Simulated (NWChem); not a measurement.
**SiH4O (silanol) at CAM-B3LYP/pcseg-2**

What is the electronic atomisation energy of SiH4O (silanol) at CAM-B3LYP/pcseg-2? 

The results are computed with NWChem 7.3.0.

5 further runs of the same task are left out: 1 that didn't finish, 4 set aside as unsound or not needed.

## 1. The structure to begin with

SiH4O has 6 atoms, charge 0, and is taken as a singlet. SMILES: `O[SiH3]`. The shape is that of a PBE0-D4/def2-TZVP optimisation.

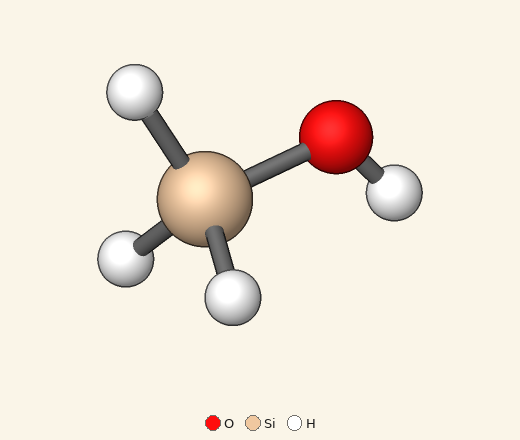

Viewed from a chosen angle; oxygen red, silicon light orange, hydrogen white.

## 2. A single-point energy at CAM-B3LYP/pcseg-2 (run 1)

Contents of h4osi.nw:

```
start h4osi
title "H4OSi energy"
memory 2200 mb

geometry units angstrom noautosym nocenter noautoz
  O     0.636700   -1.030300    0.419000
  Si   -0.035700    0.346500   -0.187000
  H     0.069100   -1.629200    0.904700
  H    -1.128300    0.045700   -1.152800
  H     1.060500    1.064900   -0.875600
  H    -0.602300    1.202400    0.891700
end

basis spherical bse
  O library pcseg-2
  Si library pcseg-2
  H library pcseg-2
end

dft
  xc xcamb88 1.00 lyp 0.81 vwn_5 0.19 hfexch 1.00
  cam 0.33 cam_alpha 0.19 cam_beta 0.46
  grid fine
  convergence energy 1e-08
  direct
  maxiter 100
  mulliken
  print low
end

task dft energy
```

Run with:

```console
nwchem h4osi.nw > h4osi.out
```

Standard output:

```text
[...]
 d= 0,ls=0.0,diis     1   -367.1354985956 -4.32D+02  4.94D-03  6.46D-01     9.9
[...]
 d= 0,ls=0.0,diis     8   -367.1884304787 -2.70D-09  3.74D-07  7.92D-09    75.0
         Total DFT energy =     -367.188430478712
      One electron energy =     -636.133956227824
           Coulomb energy =      235.224948478837
    Exchange-Corr. energy =      -31.034319197596
 Nuclear repulsion energy =       64.754896467871
[...]
      Total Density - Mulliken Population Analysis
     ---------------------------------------------
    Atom       Charge   Shell Charges
 -----------   ------   -------------------------------------------------------
    1 O    8     8.54   2.00  0.61  0.82  0.30  2.06  1.98  0.75  0.00  0.01  0.00
    2 Si  14    13.16   2.01  0.45  1.52  0.78  0.38  5.90  0.63  1.13  0.08  0.01  0.24  0.02
    3 H    1     0.80   0.41  0.27  0.01  0.02  0.08  0.01
    4 H    1     1.17   0.41  0.58  0.17  0.00  0.01  0.00
    5 H    1     1.15   0.41  0.57  0.16  0.00  0.01  0.00
    6 H    1     1.17   0.41  0.58  0.17  0.00  0.01  0.00
[...]
```

Run time: 76 s. Hardware: 1 thread of Intel Xeon Platinum 8488C (Sapphire Rapids), shared host; peak memory 0.11 GiB.

## 3. The H atom at the same level (run 2)

Contents of struct.xyz:

```xyz
1

H      0.000000     0.000000     0.000000
```

Contents of struct.nw:

```
START struct
memory 2200 mb

GEOMETRY units angstrom noautosym nocenter noautoz
 load format xyz struct.xyz
END

BASIS spherical bse
 * library pcseg-2
END

DFT
 xc xcamb88 1.00 lyp 0.81 vwn_5 0.19 hfexch 1.00
 cam 0.33 cam_alpha 0.19 cam_beta 0.46
 mult 2
 grid fine
 convergence energy 1e-08
 direct
 maxiter 100
 mulliken
 print low
END

TASK dft energy
```

Run the same way, it converges to -0.49902 Eh (log not shown).

## 4. The O atom, same level (run 3)

Contents of sp.nw:

```
start sp
title "O"
memory stack 880 mb heap 220 mb global 1100 mb

geometry noautosym nocenter noautoz
 O      0.000000     0.000000     0.000000
end

basis spherical bse
 * library pcseg-2
end

dft
 xc xcamb88 1.00 lyp 0.81 vwn_5 0.19 hfexch 1.00
 cam 0.33 cam_alpha 0.19 cam_beta 0.46
 mult 3
 grid fine
 convergence energy 1e-08
 direct
 maxiter 100
 mulliken
 noprint "final vectors analysis"
end

task dft energy
```

Run the same way, it converges to -75.07248 Eh (log not shown).

## 5. The Si atom, same level (run 4)

Contents of si.nw:

```
start si
title "Si"
memory total 2200 mb

geometry units atomic noautosym nocenter noautoz
Si  0.00000000  0.00000000  0.00000000
end

basis spherical bse
* library pcseg-2
end

dft
xc xcamb88 1.00 lyp 0.81 vwn_5 0.19 hfexch 1.00
cam 0.33 cam_alpha 0.19 cam_beta 0.46
mult 3
grid fine
convergence energy 1e-08
direct
iterations 100
mulliken
print low
end

task dft energy
```

Run the same way, it converges to -289.38444 Eh (log not shown).

## 6. The series

```
run               level  partner  energy (Eh)  wall time
  1   CAM-B3LYP/pcseg-2     base  -367.188430       76 s
  2  UCAM-B3LYP/pcseg-2    atoms    -0.499023     0.93 s
  3  UCAM-B3LYP/pcseg-2    atoms   -75.072485      1.8 s
  4  UCAM-B3LYP/pcseg-2    atoms  -289.384436      2.9 s
```

## 7. What came out

At CAM-B3LYP/pcseg-2:

| quantity | value |
| --- | --- |
| Si atom: total energy | -289.38444 Eh |
| Si atom: ⟨S²⟩ | 2.003 |
| electronic atomisation energy | 20.012 eV |

Taking the molecule apart into free atoms costs 20.01 eV (461 kcal/mol), before zero-point energy and without spin-orbit coupling. All runs together took 82 s, the longest 76 s.
